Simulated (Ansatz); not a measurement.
GaP, pressure series

The parent structure is GaP in the zinc blende structure (space group F-43m, No. 216; a = 5.3914 Å).

Cell and atoms are relaxed at each pressure.

All numbers come from Ansatz (a quantum-chemistry and plane-wave program), LDA, PAW, cutoff 420 eV, spin-orbit coupling left out.

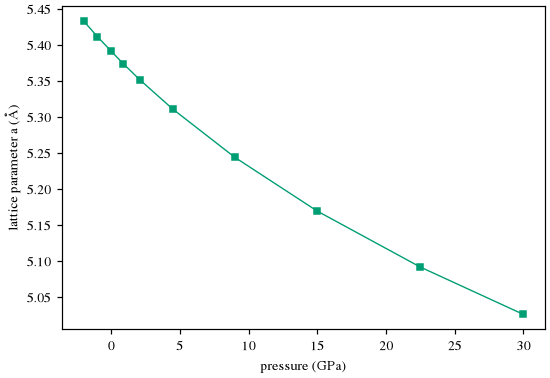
*Lattice parameter a against pressure*

```json
[
 {"pressure (GPa)": "-2", "lattice parameter a": "5.433 Å"},
 {"pressure (GPa)": "-1", "lattice parameter a": "5.412 Å"},
 {"pressure (GPa)": "0.9", "lattice parameter a": "5.374 Å"},
 {"pressure (GPa)": "2.1", "lattice parameter a": "5.351 Å"},
 {"pressure (GPa)": "4.5", "lattice parameter a": "5.311 Å"},
 {"pressure (GPa)": "9", "lattice parameter a": "5.244 Å"},
 {"pressure (GPa)": "15", "lattice parameter a": "5.169 Å"},
 {"pressure (GPa)": "22.5", "lattice parameter a": "5.092 Å"},
 {"pressure (GPa)": "30", "lattice parameter a": "5.026 Å"}
]
```

Load acts through the strain it causes; cell and atoms are relaxed under it. No phonon test of stability was made. Measured, GaP leaves this structure (for a Cmcm phase) near 26 GPa (temperature not stated; as listed in Datta, Sujoy, Jana, Debnarayan, arXiv (2020)).
